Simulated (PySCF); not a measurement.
Molecule: C10H12O, SMILES CC(=O)CCc1ccccc1. Atoms near the plane z = 0.8 Å, at the GFN2-xTB optimised geometry (x, y, z in Å): C5 (-0.6, -1.9, 0.0), C6 (0.2, -0.6, 0.0), C7 (-0.5, 0.6, 0.0), C8 (0.2, 1.8, 0.0), C9 (1.6, 1.8, 0.0), C10 (2.3, 0.6, 0.0), C11 (1.6, -0.6, 0.0), H17 (-1.5, -1.7, 0.5), H18 (0.0, -2.6, 0.5), H19 (-1.6, 0.7, 0.0), H20 (-0.3, 2.8, 0.0), H21 (2.2, 2.8, 0.0), H22 (3.4, 0.6, 0.0), H23 (2.1, -1.5, 0.0).

Level of theory: B3LYP/def2-SVP (PySCF). The values are rescaled to run from 0 to 1.

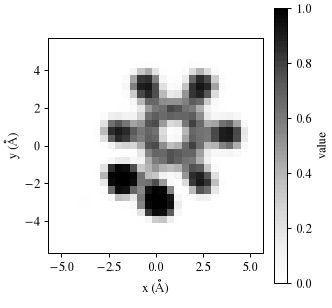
Figure: a field on the plane z = 0.8 Å.

Which quantity is mapped?
A. deformation density (molecule minus spherical neutral atoms)
B. an orbital amplitude
C. electron localisation function
D. electrostatic potential

C, electron localisation function
